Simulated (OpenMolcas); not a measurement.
## Pm³⁺ complex: multiconfigurational calculation (part 2 of 2)

Continued. System: Pm³⁺ with 6 ligands (F; octahedron, 2.096 Å), embedded in Cs2NaYF6 by model potentials and point charges, whose field is part of the energies. Method: state-averaged CASSCF, active space 4 electrons in the shell 4f, basis ANO-RCC-VDZP on the metal and ANO-RCC-VDZP on the ligands, DKH2 scalar Hamiltonian, spin-orbit coupling by RASSI with atomic mean-field integrals (OpenMolcas).

## The program's output (extracts), continued
```
--- RASSI ---
SPIN-FREE ENERGIES:
  (Shifted by EMIN (a.u.) =     -10610.8445532584)

 SF State       Relative EMIN(au)   Rel lowest level(eV)    D:o, cm**(-1)

     1             0.0000000000        0.0000000000              0.0000
     2             0.0000000000        0.0000000000              0.0000
     3             0.0000000000        0.0000000000              0.0000
     4             0.0001041534        0.0028341571             22.8590
     5             0.0007628223        0.0207574529            167.4201
     6             0.0007628223        0.0207574529            167.4201
     7             0.0007628223        0.0207574529            167.4201
     8             0.0038888380        0.1058206737            853.5013
     9             0.0038888380        0.1058206737            853.5013
    10             0.0050297495        0.1368664551           1103.9024
    11             0.0050297495        0.1368664551           1103.9024
    12             0.0050297495        0.1368664551           1103.9024
    13             0.0063358560        0.1724074260           1390.5597
    14             0.0677059875        1.8423737766          14859.7466
    15             0.0690517223        1.8789930858          15155.1013
    16             0.0690517223        1.8789930858          15155.1013
    17             0.0690517223        1.8789930858          15155.1013
    18             0.0695358875        1.8921678936          15261.3633
    19             0.0731113695        1.9894617135          16046.0909
    20             0.0731113695        1.9894617135          16046.0909
    21             0.0731113695        1.9894617135          16046.0909
    33             0.0823296988        2.2403052328          18069.2803
    34             0.0823296988        2.2403052328          18069.2803
    35             0.0823296988        2.2403052328          18069.2803
    36             0.0827153823        2.2508002152          18153.9280
    37             0.0827153823        2.2508002152          18153.9280
    38             0.0827153823        2.2508002152          18153.9280
    39             0.0831959165        2.2638762193          18259.3931
    40             0.0835664210        2.2739581591          18340.7094
    41             0.0835664210        2.2739581591          18340.7094
    42             0.0835664210        2.2739581591          18340.7094
    43             0.0838417476        2.2814501762          18401.1366
    44             0.0838417476        2.2814501762          18401.1366
    45             0.0838417476        2.2814501762          18401.1366
    46             0.0838474006        2.2816040036          18402.3773
    47             0.0838474006        2.2816040036          18402.3773
    48             0.1027191769        2.7951311965          22544.2535
    49             0.1027191769        2.7951311965          22544.2535
    50             0.1027191769        2.7951311965          22544.2535
    51             0.1030589683        2.8043773913          22618.8291
Eigenvalues of complex Hamiltonian:
   -----------------------------------
  (Shifted by EMIN (a.u.) =     -10610.8445532584)

 SO State       Relative EMIN(au)   Rel lowest level(eV)    D:o, cm**(-1)

     1            -0.0189263662        0.0000000004              0.0000
     2            -0.0189263662        0.0000000000              0.0000
     3            -0.0189263662        0.0000000000              0.0000
     4            -0.0166784427        0.0611691128            493.3622
     5            -0.0166784428        0.0611691125            493.3622
     6            -0.0166784428        0.0611691120            493.3622
     7            -0.0165744088        0.0640000203            516.1950
     8            -0.0165131019        0.0656682652            529.6503
     9            -0.0165131020        0.0656682650            529.6503
    10            -0.0102622466        0.2357627044           1901.5545
    11            -0.0102622466        0.2357627044           1901.5545
    12            -0.0102622466        0.2357627044           1901.5545
    13            -0.0101985175        0.2374968619           1915.5414
    14            -0.0101985175        0.2374968619           1915.5414
    15            -0.0101985175        0.2374968620           1915.5414
    16            -0.0098467173        0.2470698318           1992.7526
    17            -0.0098467174        0.2470698308           1992.7526
    18            -0.0094673911        0.2573918230           2076.0051
    19            -0.0094673912        0.2573918228           2076.0051
    20            -0.0094673912        0.2573918227           2076.0051
    21            -0.0027228847        0.4409191931           3556.2531
    22            -0.0024382721        0.4486638962           3618.7184
    23            -0.0024382721        0.4486638964           3618.7184
    24            -0.0024382721        0.4486638963           3618.7184
    25            -0.0022852816        0.4528269804           3652.2959
    26            -0.0022852816        0.4528269804           3652.2959
    27            -0.0022852816        0.4528269802           3652.2959
    28            -0.0022611558        0.4534834753           3657.5909
    29            -0.0018767502        0.4639436852           3741.9582
    30            -0.0018767502        0.4639436861           3741.9582
    31            -0.0017456300        0.4675116470           3770.7357
    32            -0.0017456300        0.4675116470           3770.7357
    33            -0.0017456300        0.4675116469           3770.7357
    34             0.0053329573        0.6601298209           5324.3061
    35             0.0053329573        0.6601298207           5324.3061
    36             0.0053329573        0.6601298211           5324.3061
    37             0.0058811257        0.6750462426           5444.6151
    38             0.0058811257        0.6750462429           5444.6151
    39             0.0059409012        0.6766728168           5457.7343
    40             0.0059409012        0.6766728171           5457.7343
    41             0.0059409012        0.6766728165           5457.7343
Weights of the five most important spin-orbit-free states for each spin-orbit state.

 SO State  Total energy (au)           Spin-free states, spin, and weights
 -------------------------------------------------------------------------------------------------------
    1        -0.018926       3 2.0  0.2277    4 2.0  0.1648    6 2.0  0.1464    7 2.0  0.1396    5 2.0  0.1294
    2        -0.018926       2 2.0  0.2110    4 2.0  0.1648    5 2.0  0.1498    7 2.0  0.1396    6 2.0  0.1260
    3        -0.018926       1 2.0  0.2114    4 2.0  0.1648    6 2.0  0.1430    5 2.0  0.1362    7 2.0  0.1361
    4        -0.016678       3 2.0  0.1828    2 2.0  0.1809   12 2.0  0.1588    9 2.0  0.1472    7 2.0  0.1369
    5        -0.016678       3 2.0  0.1835    1 2.0  0.1807   11 2.0  0.1587    6 2.0  0.0879    8 2.0  0.0808
    6        -0.016678       2 2.0  0.1833    1 2.0  0.1829   10 2.0  0.1591    8 2.0  0.1447    5 2.0  0.0876
    7        -0.016574       8 2.0  0.1751    9 2.0  0.1751    1 2.0  0.1438    2 2.0  0.1438    3 2.0  0.1438
    8        -0.016513       4 2.0  0.2211    7 2.0  0.1897   11 2.0  0.1287    5 2.0  0.1151    6 2.0  0.0788
    9        -0.016513       4 2.0  0.2211    6 2.0  0.1769    5 2.0  0.1406   10 2.0  0.0977   12 2.0  0.0954
   10        -0.010262       7 2.0  0.2631    1 2.0  0.1788    4 2.0  0.1638    8 2.0  0.1537   11 2.0  0.0647
   11        -0.010262       5 2.0  0.2059    4 2.0  0.1638    3 2.0  0.1635    9 2.0  0.1419    6 2.0  0.0713
   12        -0.010262       6 2.0  0.2079    4 2.0  0.1638    2 2.0  0.1616    9 2.0  0.0945    5 2.0  0.0726
```

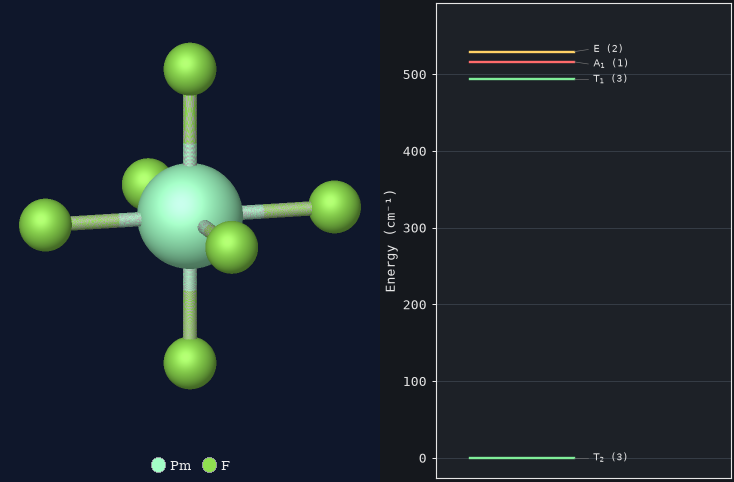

Fig. 2: Pm³⁺ (4f⁴) as a dopant in Cs₂NaYF₆, a cluster with its 6 nearest F⁻ at 2.096 Å (octahedron) embedded in model potentials and point charges; the geometry was set, not optimised, and its levels. Labels give the representation in O, Td, D4 or D3 as the site allows (double group for half-integer spin) where it could be assigned and, in brackets, the degeneracy; spin-free states, where drawn, share the zero of the spin-orbit levels. The ground level is T₂, 3-fold degenerate, 98 % from states of spin multiplicity 5 (of the 210 states of multiplicity 3, 106 enter the spin-orbit step), effective J = 3.99, with |mJ| = 3 the largest share (58 %). The next level lies at 493 cm⁻¹ (T₁). The lowest J multiplet spreads over 530 cm⁻¹. The active orbitals hold 99 to 100 % metal character (Löwdin), and the Mulliken charge of the metal is +2.34.

Outcome of the run: converged.
